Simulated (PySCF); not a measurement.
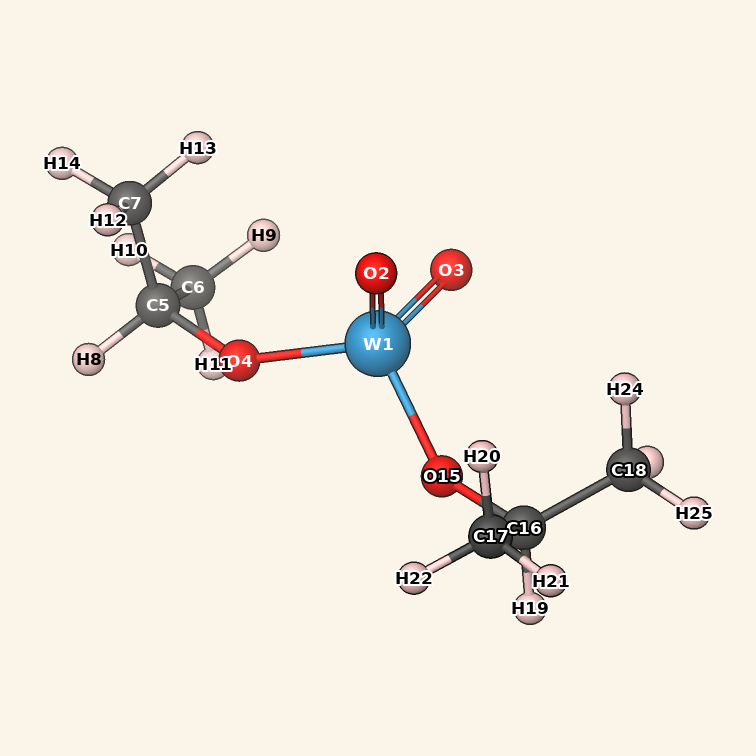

C16 lies behind C17. The molecule seen a little off the C17–C16 bond, C17 in front. Distant atoms are faded towards the background colour. Charge 0, singlet. The geometry was computed by an optimisation with PBE0-D3(BJ)/def2-SVP. No frequency run is at hand to confirm it as a minimum.

> What is the torsion angle H20–C17–C16–O15? The sign is positive where the front bond must turn clockwise to cover the back bond.

−64°, synclinal (gauche). The bonds about C17–C16 are staggered.
